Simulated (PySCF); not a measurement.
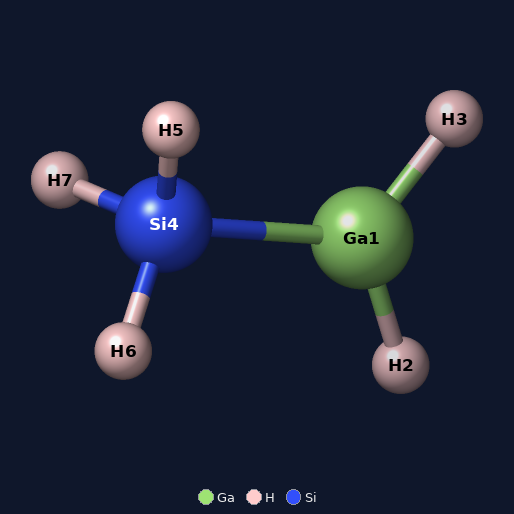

The computed structure is the end point of a PBE0-D3(BJ)/def2-SVP optimisation. No frequency run is at hand to confirm it as a minimum. Method: delta-SCF UKS SCAN, pcX-2 on the ionised atom (unc-x2c-TZVPall on a metal), pcseg-1 elsewhere, spin-free X2C (PySCF 2.14.0).

Give the core-electron binding energies (to vacuum; p and d levels without spin–orbit splitting) of Si4 1s, Si4 2p.

| atom | level | binding energy (eV) |
| --- | --- | --- |
| Si4 | 1s | 1846.1 |
| Si4 | 2p | 106.6 |
